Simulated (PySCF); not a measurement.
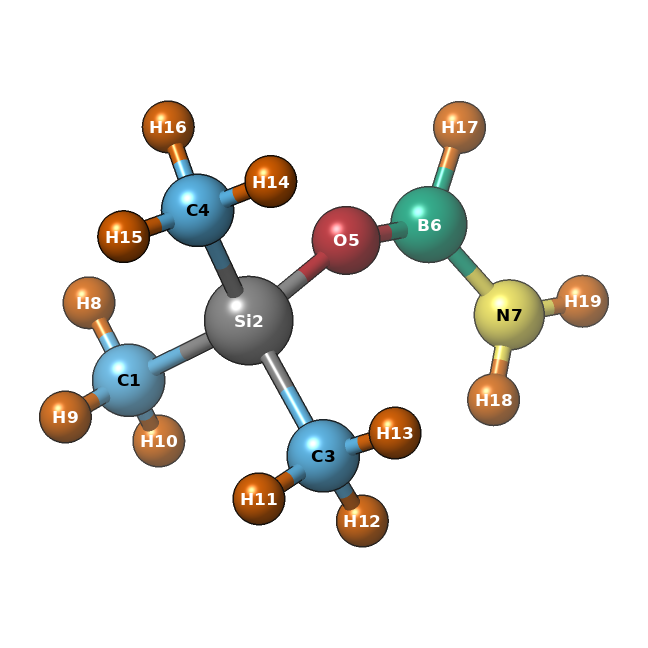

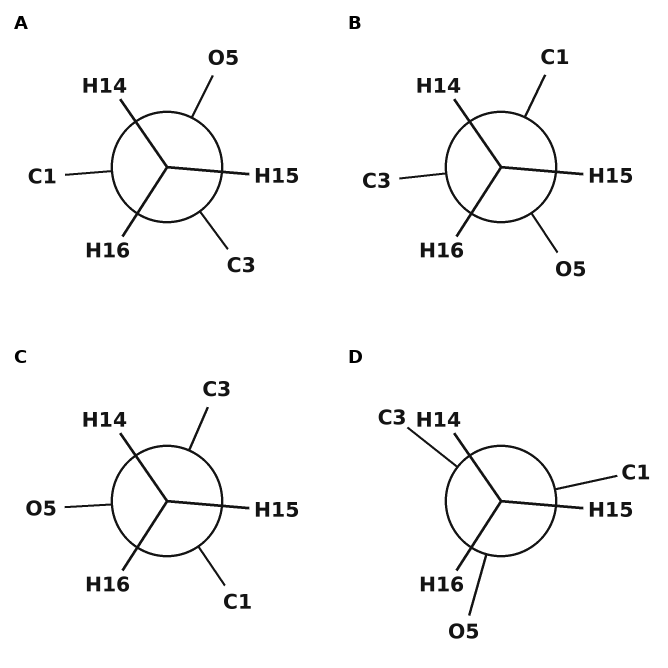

Distant atoms are faded towards the background colour. Bonds that would overlap in a projection are set slightly apart. Geometry: a frame of a GFN2-xTB molecular-dynamics simulation, not a minimum.

### Which Newman projection shows the view along C4–Si2, with C4 in front?

C. The torsion angle H14–C4–Si2–O5 is −59°, synclinal (gauche).
